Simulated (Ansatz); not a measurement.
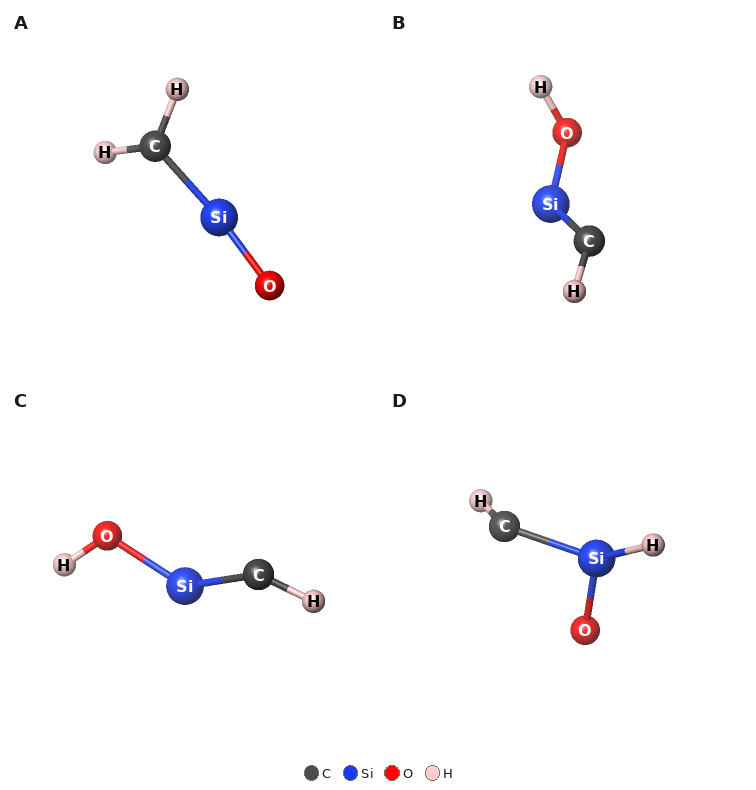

4 stationary structures of one formula. Geometries: PBE-D4/def2-SVP. Electronic energies: PBE-D4/def2-SVP (Ansatz 0.2.0), without zero-point energy. No frequency run is at hand to confirm each as a minimum.

Which structure is the most stable?

A is lowest; C lies 1.374 eV above it (C1), B lies 1.378 eV above it (C1), D lies 2.616 eV above it (C1).
